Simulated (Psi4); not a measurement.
# C2H3BCl2 (SMILES C=CB(Cl)Cl): a chain of runs, part 2 of 2

Psi4 1.11. The steps go on from the part before.

## (3) A geometry optimisation at PBE0-D4/def2-TZVP (density fitting) (run 2)

Contents of c2h3bcl2.dat:

```
memory 4400 MB

molecule {
  0 1
  C      0.493485     0.904155     0.811079
  C     -0.063765    -0.287806     0.496671
  B     -0.365667    -0.733717    -0.955845
  Cl    -1.038666    -2.335899    -1.267343
  Cl    -0.063428     0.324302    -2.339049
  H      0.711087     1.197167     1.852120
  H      0.753354     1.633052     0.024364
  H     -0.312439    -0.987365     1.314636
  symmetry c1
}

set {
  basis                   def2-TZVP
  scf_type                df
  geom_maxiter            50
  max_force_g_convergence 0.0002
}

optimize("pbe0-d4")
print_variables()
```

Started as:

```console
$ psi4 c2h3bcl2.dat c2h3bcl2.out -n 2
```

c2h3bcl2.out:

```text
Psi4 1.11 release

gradient() will perform analytic gradient computation.

   => Loading Basis Set <=

    Name: DEF2-TZVP
    Role: ORBITAL
    Keyword: BASIS

   => PBE0-D4(BJ,EEQ)ATM: Empirical Dispersion <=

        a1 =       0.400856
        a2 =       5.029288
       alp =      16.000000
        s6 =       1.000000
        s8 =       1.200655
        s9 =       1.000000
        ga =       3.000000
        gc =       2.000000
        wf =       6.000000

         ---------------------------------------------------------
                                   SCF
                              RKS Reference
                        2 Threads,   4196 MiB Core
         ---------------------------------------------------------

  ==> Geometry <==

    Molecular point group: c1
    Full point group: C1

    Geometry (in Angstrom), charge = 0, multiplicity = 1:

       Center              X                  Y                   Z               Mass
    ------------   -----------------  -----------------  -----------------  -----------------
         C            0.829197539056     1.544769800718     1.901427797930    12.000000000000
         C            0.271947539056     0.352808800718     1.587019797930    12.000000000000
         B           -0.029954460944    -0.093102199282     0.134503797930    11.009305360000
[... 4 lines of this table left out ...]
         H            0.023273539056    -0.346750199282     2.404984797930     1.007825032230

  Running in c1 symmetry.

  Rotational constants: A =      0.12265  B =      0.07984  C =      0.04836 [cm^-1]
  Rotational constants: A =   3676.92849  B =   2393.51225  C =   1449.91179 [MHz]
  Nuclear repulsion =  229.899304104324102

  Charge       = 0
  Multiplicity = 1
  Electrons    = 54
  Nalpha       = 27
  Nbeta        = 27

  ==> Algorithm <==

  SCF Algorithm Type is DF.
  DIIS enabled.
  MOM disabled.
  Fractional occupation disabled.
  Guess Type is SAD.
  Energy threshold   = 1.00e-08
  Density threshold  = 1.00e-08
  Integral threshold = 1.00e-12

  ==> Primary Basis <==

  Basis Set: DEF2-TZVP
    Blend: DEF2-TZVP
    Number of shells: 71
    Number of basis functions: 185
    Number of Cartesian functions: 210
    Spherical Harmonics?: true
    Max angular momentum: 3

  ==> DFT Potential <==

   => LibXC <=

    Version 7.1.2

   => Composite Functional: PBE0-D4BJEEQATM <=

    PBE0-d4bjeeqatm Hyb-GGA Exchange-Correlation Functional

    Deriv               =              1
    GGA                 =           TRUE
    Meta                =          FALSE

    Exchange Hybrid     =           TRUE
    MP2 Hybrid          =          FALSE

   => Exchange Functionals <=

    0.7500   Perdew, Burke & Ernzerhof

   => Exact (HF) Exchange <=

    0.2500               HF

   => Correlation Functionals <=

    1.0000   Perdew, Burke & Ernzerhof

   => LibXC Density Thresholds  <==

    XC_HYB_GGA_XC_PBEH:  1.00E-15

   => Molecular Quadrature <=

    Radial Scheme          =       TREUTLER
    Pruning Scheme         =           NONE
    Nuclear Scheme         =       TREUTLER

    Blocking Scheme        =         OCTREE
    BS radius alpha        =              1
    Pruning alpha          =              1
    Radial Points          =             75
    Spherical Points       =            302
    Total Points           =         171948
    Total Blocks           =           1363
    Max Points             =            256
    Max Functions          =            171
    Weights Tolerance      =       1.00E-15

   => Loading Basis Set <=

    Name: (DEF2-TZVP AUX)
    Role: JKFIT
    Keyword: DF_BASIS_SCF

  ==> Integral Setup <==

  DFHelper Memory: AOs need 0.140 GiB; user supplied 2.387 GiB.
  SCF_SUBTYPE=INCORE selected. In-core MEM_DF algorithm will be used.
  Using in-core AOs.

  ==> MemDFJK: Density-Fitted J/K Matrices <==

    J tasked:                   Yes
    K tasked:                   Yes
    wK tasked:                   No
    Memory [MiB]:              2444
    Algorithm:                 Core
    Schwarz Cutoff:           1E-12
    Mask sparsity (%):       4.0380
    Fitting Condition:        1E-10

   => Auxiliary Basis Set <=

  Basis Set: (DEF2-TZVP AUX)
    Blend: DEF2-UNIVERSAL-JKFIT
    Number of shells: 169
    Number of basis functions: 535
    Number of Cartesian functions: 637
    Spherical Harmonics?: true
    Max angular momentum: 4

  Cached 100.0% of DFT collocation blocks in 0.686 [GiB].

  Minimum eigenvalue in the overlap matrix is 1.8370343408E-04.
  Reciprocal condition number of the overlap matrix is 2.3897794041E-05.
    Using symmetric orthogonalization.

  ==> Pre-Iterations <==

  SCF Guess: Superposition of Atomic Densities via on-the-fly atomic UHF (no occupation information).

   -------------------------
    Irrep   Nso     Nmo
   -------------------------
     A        185     185
   -------------------------
    Total     185     185
   -------------------------

  ==> Iterations <==

                           Total Energy        Delta E     RMS |[F,P]|

[... 3 lines left out ...]
   @DF-RKS iter   3: -1022.96168471781618   -4.38446e-01   7.22459e-04 ADIIS/DIIS
[... 3 lines left out ...]
   @DF-RKS iter   7: -1022.96967182821993   -9.40269e-06   7.16778e-06 DIIS
[... 3 lines left out ...]
   @DF-RKS iter  11: -1022.96967274257315   -1.00044e-10   1.67441e-08 DIIS
[... 33 lines left out ...]
  @DF-RKS Final Energy: -1022.96967274257895
[... 6 lines left out ...]
    DFT Exchange-Correlation Energy =     -54.4923011529530967
[... 17 lines left out ...]
 Dipole X            :         -2.2318457            2.4469423            0.2150966
[... 123 lines left out ...]
	                                 ==> Convergence Check <==
[... 89 lines left out ...]
    Weights Tolerance      =       1.00E-15
[... 60 lines left out ...]
   @DF-RKS iter   2: -1022.97064384985299    9.01615e-05   1.26566e-04 ADIIS/DIIS
[... 3 lines left out ...]
   @DF-RKS iter   6: -1022.97095179262681   -1.34038e-07   3.70540e-07 DIIS
[... 3 lines left out ...]
  Energy and wave function converged.
[... 17 lines left out ...]
    One-Electron Energy =               -1870.5622841924541717
[... 3 lines left out ...]
    VV10 Nonlocal Energy =                  0.0000000000000000
[... 17 lines left out ...]
 Dipole Z            :         -6.5016904            7.1517869            0.6500965
[... 97 lines left out ...]
	   Step    Total Energy     Delta E     Max Force     RMS Force      Max Disp      RMS Disp
[... 110 lines left out ...]
   @DF-RKS iter   0: -1022.96504124174726   -1.02297e+03   6.50032e-04
[... 3 lines left out ...]
   @DF-RKS iter   4: -1022.97013733423910   -1.02722e-05   6.54713e-06 DIIS
[... 3 lines left out ...]
   @DF-RKS iter   8: -1022.97013811862098   -2.32376e-10   4.76395e-08 DIIS
[... 14 lines left out ...]
  @DF-RKS Final Energy: -1022.97013811866657
[... 6 lines left out ...]
    DFT Exchange-Correlation Energy =     -54.5349651189494438
[... 17 lines left out ...]
 Dipole X            :         -2.1645031            2.4015668            0.2370636
[... 92 lines left out ...]
	                                 ==> Convergence Check <==
[... 78 lines left out ...]
    Weights Tolerance      =       1.00E-15
[... 34 lines left out ...]
   @DF-RKS iter   2: -1022.97096073194325   -3.32904e-05   4.72127e-05 DIIS
[... 3 lines left out ...]
   @DF-RKS iter   6: -1022.97100378899233   -9.21031e-08   6.30230e-07 DIIS
[... 3 lines left out ...]
  Energy and wave function converged.
[... 17 lines left out ...]
    One-Electron Energy =               -1870.3074758959960491
[... 3 lines left out ...]
    VV10 Nonlocal Energy =                  0.0000000000000000
[... 17 lines left out ...]
 Dipole Z            :         -6.5179937            7.1642728            0.6462790
[... 97 lines left out ...]
	   Step    Total Energy     Delta E     Max Force     RMS Force      Max Disp      RMS Disp
[... 93 lines left out ...]
   @DF-RKS iter   0: -1022.97128661737815   -1.02297e+03   4.77389e-05
[... 3 lines left out ...]
   @DF-RKS iter   4: -1022.97100635518109   -8.03027e-09   4.09023e-07 DIIS
[... 3 lines left out ...]
  Energy and wave function converged.
[... 36 lines left out ...]
    One-Electron Energy =               -1870.3556240538855491
[... 3 lines left out ...]
    VV10 Nonlocal Energy =                  0.0000000000000000
[... 17 lines left out ...]
 Dipole Z            :         -6.5202680            7.1643085            0.6440404
[... 27 lines left out ...]
   => Molecular Quadrature <=

    Radial Scheme          =       TREUTLER
    Pruning Scheme         =           NONE
    Nuclear Scheme         =       TREUTLER

    Blocking Scheme        =         OCTREE
    BS radius alpha        =              1
    Pruning alpha          =              1
    Radial Points          =             75
    Spherical Points       =            302
    Total Points           =         171860
    Total Blocks           =           1357
    Max Points             =            256
    Max Functions          =            172
    Weights Tolerance      =       1.00E-15

  -Total Gradient:
     Atom            X                  Y                   Z
    ------   -----------------  -----------------  -----------------
       1        0.000068362684     0.000124610621     0.000030734764
       2       -0.000110676323    -0.000073694560    -0.000020997079
       3        0.000081739598    -0.000051823130     0.000154730380
[... 4 lines of this table left out ...]
       8       -0.000012944409     0.000051143410    -0.000025225412

	total time  =          4 seconds =       0.07 minutes

    			-----------------------------------------

    			 OPTKING 3.0: for geometry optimizations

    			        with contributions from

    			-----------------------------------------

	                            ===> Fragment 1 <==

	 Z (Atomic Numbers)          Masses                          Geom
	       6.000000            12.000000          1.54269388  2.88970725  3.55746378
	       6.000000            12.000000          0.52596117  0.65702714  2.97541988
	       5.000000            11.009305         -0.05402923 -0.17061027  0.25250044
[... 4 lines of this table left out ...]
	       1.000000             1.007825          0.08789488 -0.65338113  4.49620167

	 - Coordinate -           - BOHR/RAD -       - ANG/DEG -
	 R(1,2)           =         2.521385           1.334259
	 R(1,6)           =         2.050935           1.085308
	 R(1,7)           =         2.051156           1.085425
[... 20 lines of this table left out ...]
	 D(7,1,2,8)       =        -3.142357        -180.043772

	        --- Internal Coordinate Step in ANG or DEG, aJ/ANG or AJ/DEG ---
	-------------------------------------------------------------------------------
	           Coordinate      Previous         Force          Change          New
	           ----------      --------        ------          ------        ------
	               R(1,2)       1.33426       -0.00051       -0.00008       1.33418
	               R(1,6)       1.08531        0.00041        0.00013       1.08544
	               R(1,7)       1.08542        0.00038        0.00009       1.08552
[... 20 lines of this table left out ...]
	           D(7,1,2,8)    -180.04377        0.00000        0.06947    -179.97430
	-------------------------------------------------------------------------------

	                                 ==> Convergence Check <==

	Measures of convergence in internal coordinates in au.

	Criteria marked as inactive (o), active & met (*), and active & unmet ( ).

	----------------------------------------------------------------------------------------------
	   Step    Total Energy     Delta E     Max Force     RMS Force      Max Disp      RMS Disp
	----------------------------------------------------------------------------------------------
	  Convergence Criteria              o    2.00e-04 *             o             o             o
	----------------------------------------------------------------------------------------------
	     5   -1022.97100636   -2.56e-06 o    1.21e-04 *    4.67e-05 o    1.08e-02 o    3.91e-03 o  ~
	----------------------------------------------------------------------------------------------

Next Geometry in Ang
	Fragment 1 (Ang)

	    C   0.8152321139   1.5296201731   1.8826140570
	    C   0.2816730402   0.3463794894   1.5739247910
	    B  -0.0280155484  -0.0905519903   0.1329841411
[... 4 lines of this table left out ...]
	    H   0.0527811944  -0.3487316385   2.3781951259

    Final optimized geometry and variables:
    Molecular point group: c1
    Full point group: C1

    Geometry (in Angstrom), charge = 0, multiplicity = 1:

    C            0.816358443169     1.529167223103     1.882528759581
    C            0.278326666840     0.347683789908     1.574524391694
    B           -0.028591037148    -0.090283066216     0.133617478406
[... 4 lines of this table left out ...]
    H            0.046511969761    -0.345754401973     2.379287458882

  Variable Map:
  ----------------------------------------------------------------------------
  "CURRENT ENERGY"                                  =>   -1022.971006358334
  "CURRENT REFERENCE ENERGY"                        =>   -1022.971006358334
  "DD SOLVATION ENERGY"                             =>       0.000000000000
  "DFT FUNCTIONAL TOTAL ENERGY"                     =>   -1022.964563813426
  "DFT TOTAL ENERGY"                                =>   -1022.971006358334
  "DFT VV10 ENERGY"                                 =>       0.000000000000
  "DFT XC ENERGY"                                   =>     -54.529373718267
  "DISPERSION CORRECTION ENERGY"                    =>      -0.006442544908
  "GRID ELECTRONS ALPHA"                            =>      27.000006501540
  "GRID ELECTRONS BETA"                             =>      27.000006501540
  "GRID ELECTRONS TOTAL"                            =>      54.000013003081
  "NUCLEAR REPULSION ENERGY"                        =>     232.171840487269
  "ONE-ELECTRON ENERGY"                             =>   -1870.355624053886
  "OPTIMIZATION ITERATIONS"                         =>       5.000000000000
  "PBE0-D4(BJ,EEQ)ATM DISPERSION CORRECTION ENERGY" =>      -0.006442544908
  "PCM POLARIZATION ENERGY"                         =>       0.000000000000
  "PE ENERGY"                                       =>       0.000000000000
  "SCF ITERATION ENERGY"                            =>   -1022.971006358334
  "SCF ITERATIONS"                                  =>       7.000000000000
  "SCF TOTAL ENERGY"                                =>   -1022.971006358334
  "TWO-ELECTRON ENERGY"                             =>     669.748593471457
  "XC GRID RADIAL POINTS"                           =>      75.000000000000
  "XC GRID SPHERICAL POINTS"                        =>     302.000000000000
  "XC GRID TOTAL POINTS"                            =>  171860.000000000000

  Array Variable Map:
  ----------------------------------------------------------------------------
  "-D GRADIENT"                                     =>       0.000083144674 ... 0.000061117290 8 by 3
  "CURRENT DIPOLE"                                  =>       0.208945761157 ... 0.644040433820 1 by 3
  "CURRENT GRADIENT"                                =>       0.000068362684 ... -0.000025225412 8 by 3
  "DFT TOTAL GRADIENT"                              =>       0.000068362684 ... -0.000025225412 8 by 3
  "DISPERSION CORRECTION GRADIENT"                  =>       0.000083144674 ... 0.000061117290 8 by 3
  "PBE0-D4(BJ,EEQ)ATM DISPERSION CORRECTION GRADIENT" =>       0.000083144674 ... 0.000061117290 8 by 3
  "SCF DIPOLE"                                      =>       0.208945761157 ... 0.644040433820 1 by 3
  "SCF TOTAL ENERGIES"                              =>   -1022.971286617378 ... -1022.971006358334 1 by 8
  "SCF TOTAL GRADIENT"                              =>       0.000068362684 ... -0.000025225412 8 by 3

    Psi4 run time: 0:01:05.58

[set-up sections that repeat, and orbital energies of the middle runs, are left out above]
```

Standard output:

```text
Optimizer: Optimization complete!
```

Wall time 68 s (2 threads of Intel Xeon Platinum 8259CL at 2.50GHz (Skylake/Cascade Lake), shared host); peak memory 1.3 GiB.

Step by step:

| step | energy from the first frame kept (eV) | largest force (eV/Å) |
| --- | --- | --- |
| 0 | 0.0000 | 0.6126 |
| 1 | -0.0348 | 0.1684 |
| 2 | -0.0127 | 0.6194 |
| 3 | -0.0362 | 0.0368 |
| 4 | -0.0363 | 0.0094 |

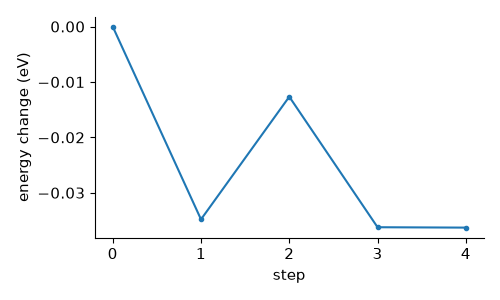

Energy along the run.

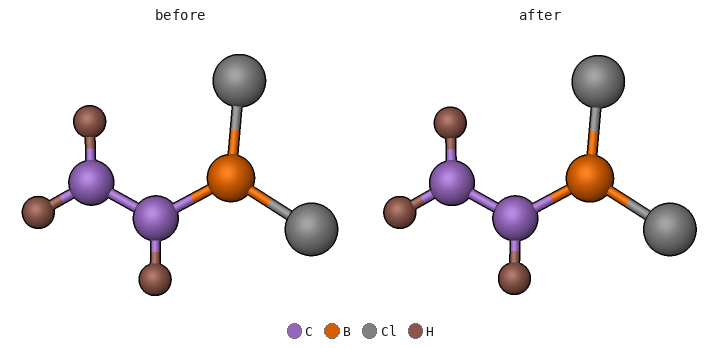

Before and after, at one scale.

After the run. Bond lengths: C1–C2 1.334 Å, C2–B3 1.537 Å, B3–Cl4 1.750 Å, B3–Cl5 1.752 Å, C1–H6 1.085 Å, C1–H7 1.085 Å, C2–H8 1.087 Å. Angles: C1–C2–B3 123.3°, C2–B3–Cl4 119.9°, C2–B3–Cl5 122.1°, Cl4–B3–Cl5 118.0°, C1–C2–H8 118.7°, B3–C2–H8 118.0°, C2–C1–H6 122.1°, C2–C1–H7 121.2°, H6–C1–H7 116.8°.

Run 3 isn't shown in full; the table further down has it.

## (4) A single-point energy at PBE-D4/def2-TZVPP (density fitting) (run 4)

Contents of calc.inp:

```
memory 4.4 GB

molecule {
  0 1
  C
  C 1 1.334259
  B 2 1.536954 1 123.31703
  Cl 3 1.74995 2 119.93767 1 179.19065
  Cl 3 1.75165 2 122.08308 1 -0.80941
  H 1 1.085309 2 122.05963 3 -179.76345
  H 1 1.085425 6 116.75374 2 -179.94903
  H 2 1.087308 1 118.67545 6 0.00948
  symmetry c1
}

set basis def2-TZVPP
set reference rks
set scf_type df
set dft_radial_points 99
set dft_spherical_points 590

E = energy('pbe-d4')
```

Started as:

```console
$ psi4 calc.inp calc.out -n 2
```

calc.out, shortened:

```text
[...]
  Running in c1 symmetry.
[...]
  Nuclear repulsion =  232.171847193178507
[...]
  Multiplicity = 1
[...]
  Nalpha       = 27
  Nbeta        = 27
[...]
    Number of basis functions: 219
[...]
   @DF-RKS iter   1: -1022.30525858221608    1.70286e-01   4.84496e-03 DIIS/ADIIS
[...]
   @DF-RKS iter  10: -1022.88429457329164   -1.89032e-08   3.70715e-07 DIIS
[...]
  @DF-RKS Final Energy: -1022.88429457329164
   => Energetics <=
    Nuclear Repulsion Energy =            232.1718471931785075
    One-Electron Energy =               -1870.3521103720147494
    Two-Electron Energy =                 687.3380577485612548
    DFT Exchange-Correlation Energy =     -72.0344742830856006
    Empirical Dispersion Energy =          -0.0076148599310487
    VV10 Nonlocal Energy =                  0.0000000000000000
    Total Energy =                      -1022.8842945732916405
[...]
```

It took 26 s on 2 threads of Intel Xeon Platinum 8259CL at 2.50GHz (Skylake/Cascade Lake), shared host; peak memory 2.5 GiB.

Runs 5 to 9 aren't shown in full; the table further down has their settings and results.

## (5) A single-point energy at MP2/def2-QZVPP (density fitting, density fitting for correlation) (run 10)

Contents of c2h3bcl2.inp:

```
memory 4.4 GB

molecule {
  0 1
  C      0.480646     0.888552     0.792180
  C     -0.057386    -0.292931     0.484176
  B     -0.364304    -0.730898    -0.956731
  Cl    -1.051778    -2.311021    -1.261554
  Cl    -0.047953     0.306874    -2.331951
  H      0.692429     1.175462     1.817229
  H      0.728798     1.611254     0.021291
  H     -0.289201    -0.986369     1.288939
  symmetry c1
}

set {
  basis def2-QZVPP
  scf_type df
  num_frozen_docc 13
}

e, wfn = energy("mp2", return_wfn=True)
print_variables()
```

Started as:

```console
$ psi4 -i c2h3bcl2.inp -o c2h3bcl2.out -n 2
```

c2h3bcl2.out, shortened:

```text
[...]
  Running in c1 symmetry.
[...]
  Nuclear repulsion =  232.171833967700394
[...]
  Multiplicity = 1
[...]
  Nalpha       = 27
  Nbeta        = 27
[...]
    Number of basis functions: 401
[...]
   @DF-RHF iter   1: -1021.22824094493967   -5.79533e-01   1.13419e-03 ADIIS/DIIS
[...]
   @DF-RHF iter  11: -1021.33140790055245   -2.69438e-10   9.47072e-09 DIIS
[...]
  @DF-RHF Final Energy: -1021.33140790055245
   => Energetics <=
    Nuclear Repulsion Energy =            232.1718339677003939
    One-Electron Energy =               -1869.6942347513836467
    Two-Electron Energy =                 616.1909928831307752
    Total Energy =                      -1021.3314079005524491
[...]
```

Run time: 20 s. Hardware: 2 threads of Intel Xeon Platinum 8259CL at 2.50GHz (Skylake/Cascade Lake), shared host; peak memory 1.5 GiB.

## (6) Overview of the runs

| run | level | geom maxiter | max force g convergence | energy (Eh) | dipole moment (D) | HOMO energy (eV) | LUMO energy (eV) | wall time |
| --- | --- | --- | --- | --- | --- | --- | --- | --- |
| 1 | PBE-D4/def2-SVP (density fitting) | 60 | 0.0005 | -1022.456505 | 1.69 | -7.22 | -2.93 | 33 s |
| 2 | PBE0-D4/def2-TZVP (density fitting) | 50 | 0.0002 | -1022.971006 | 1.95 | -8.54 | -2.19 | 68 s |
| 3 | PBE0-D4/def2-TZVP (density fitting) | – | – | -1022.971006 | 1.95 | – | – | 10 min |
| 4 | PBE-D4/def2-TZVPP (density fitting) | – | – | -1022.884295 | 1.80 | -7.41 | -3.09 | 26 s |
| 5 | r2SCAN-D4/def2-TZVPP (density fitting) | – | – | -1023.277323 | 1.93 | -7.66 | -2.91 | 75 s |
| 6 | B3LYP-D4/def2-TZVPP (density fitting) | – | – | -1023.448873 | 1.91 | -8.28 | -2.36 | 24 s |
| 7 | PBE0-D4/def2-TZVPP (density fitting) | – | – | -1022.972064 | 1.94 | -8.54 | -2.19 | 25 s |
| 8 | wB97M-V/def2-TZVPP (density fitting) | – | – | -1023.309842 | 1.89 | -10.80 | -0.15 | 81 s |
| 9 | CCSD(T)/def2-TZVPP (density fitting, density fitting for correlation) | – | – | -1022.183430 | – | -10.90 | 1.53 | 9.9 min |
| 10 | MP2/def2-QZVPP (density fitting, density fitting for correlation) | – | – | -1022.188138 | – | -10.91 | 1.44 | 20 s |

## (7) Summary of results

This closing draws on all 2 parts.

| quantity | value |
| --- | --- |
| run 10, MP2/def2-QZVPP: total energy | -1022.18814 Eh |
| run 10, MP2/def2-QZVPP: HOMO energy (Hartree–Fock orbitals) | -10.91 eV |
| run 10, MP2/def2-QZVPP: LUMO energy (Hartree–Fock orbitals) | 1.44 eV |
| run 10, MP2/def2-QZVPP: HOMO–LUMO gap (Hartree–Fock orbitals) | 12.36 eV |
| run 10, MP2/def2-QZVPP: correlation energy (13 core orbitals frozen) | -856.7 mEh |

What this shows: Over runs 3, 4, 5, 6, 7, 8 the dipole moment (its size) runs from 1.80 D (PBE-D4/def2-TZVPP) to 1.95 D (PBE0-D4/def2-TZVP). The two ends differ in method and basis. Over runs 4, 5, 6, 7, 8 the HOMO–LUMO gap runs from 4.33 eV (PBE-D4/def2-TZVPP) to 10.65 eV (wB97M-V/def2-TZVPP). Totals of different functionals can't be ranked against each other. All runs together took 26 min, the longest 10 min.
